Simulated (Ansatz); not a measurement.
# H6PSi2 (charge +1): what the fields show

The calculation's input:

```
basis:
  gaussian: {orbitals: def2-TZVPD}
crystal:
  periodic: [false, false, false]
  atoms:
    - {symbol: P, position_ang: [1.010155, 1.827134, 0.620976]}
    - {symbol: Si, position_ang: [0.298566, -0.161063, 0.481099]}
    - {symbol: Si, position_ang: [0.050036, 3.303313, -0.890029]}
    - {symbol: H, position_ang: [0.122303, -0.754178, -0.860963]}
    - {symbol: H, position_ang: [0.302206, -1.043338, 1.667275]}
    - {symbol: H, position_ang: [0.783709, 2.184999, 1.973023]}
    - {symbol: H, position_ang: [-0.001275, 2.480859, -2.121186]}
    - {symbol: H, position_ang: [1.011091, 4.425779, -0.945256]}
    - {symbol: H, position_ang: [-1.277299, 3.658812, -0.338527]}
total_charge: 1
hamiltonian: {xc: pbe0}
output: {forces: true, orbitals: {seedname: orbitals}}
```

Launched as:

```sh
ansatz run input.yaml --threads 1 --pin off --max-ram 2610MiB --events-out events.jsonl --progress --plain --runs-dir runs
```

Geometry: B3LYP-D3(BJ)/def2-SVP.

Theory: Ansatz 0.2.0, isolated molecule in a Gaussian basis; Kohn-Sham density functional theory, functional PBE0.

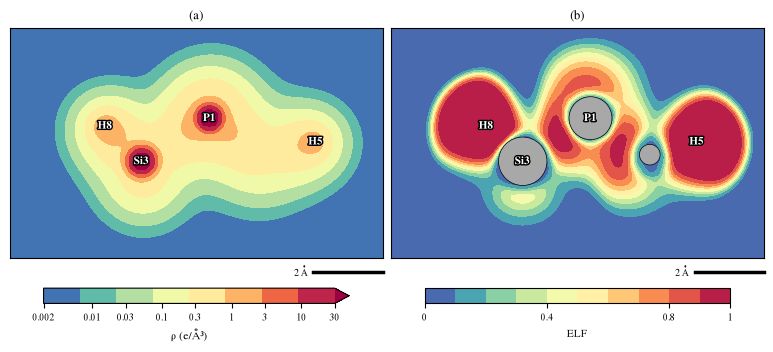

Figure 1. (a) electron density; (b) ELF on the plane of atoms P1, Si3 and H8. Grey discs cover the atomic cores in the ELF map.

> What do the fields say about this system?

Atoms in the plane: P, Si and H.
Si–P (2.32 Å): the density is about 0.62 e/Å³ at the midpoint, with its minimum of 0.52 e/Å³ about 0.8 Å from Si; the ELF peaks at about 0.95 between the atoms, as expected for localised, covalent bonding.
Si–H (1.48 Å): the density is about 0.84 e/Å³ at the midpoint; the ELF climbs to about 1 towards the hydrogen, as it does in any bond to H.
The ELF also peaks beside P1, away from the bonds: lone-pair regions.

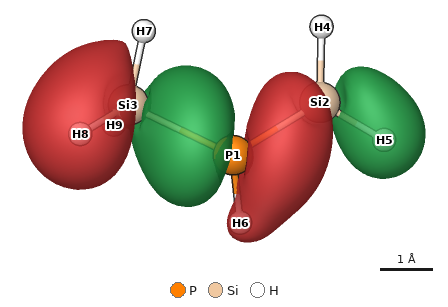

Figure 2. The HOMO−1 at ±0.08 Å⁻³ᐟ² (green and red are the two phases), seen across its widest extent.

> What is the character of this orbital?

By Hirshfeld shares it lies mainly on P1 (about 30 %), Si3 (about 30 %), H8 (about 20 %) and Si2 (about 10 %). Its energy is −14.43 eV.

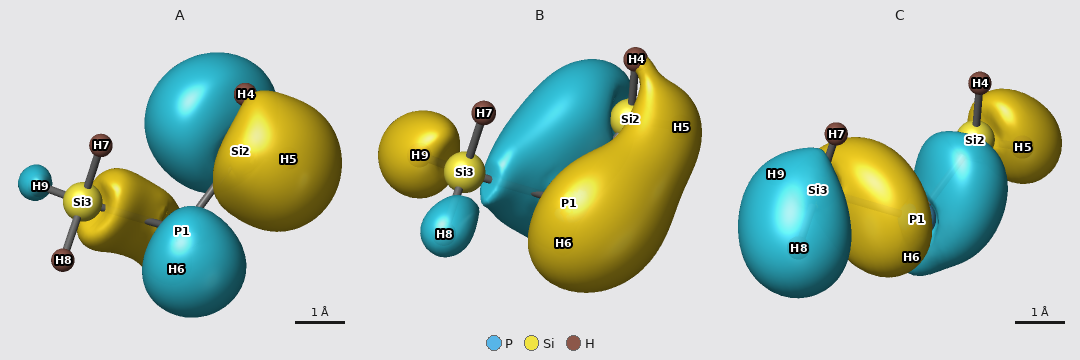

Figure 3. Three frontier orbitals at ±0.08 Å⁻³ᐟ² (yellow and cyan are the two phases), in no order.

> Order the three orbitals by energy and name them.

C is the HOMO−1 (−14.43 eV). By Hirshfeld shares it lies mainly on P1 (about 30 %), Si3 (about 30 %), H8 (about 20 %) and Si2 (about 10 %). B is the HOMO (−12.72 eV). It lies mainly on P1 (about 55 %), Si2 (about 25 %) and Si3 (about 10 %). A is the LUMO (−8.12 eV). It lies mainly on Si2 (about 60 %) and P1 (about 25 %).

> What is the HOMO–LUMO gap?

4.60 eV between the orbital energies.
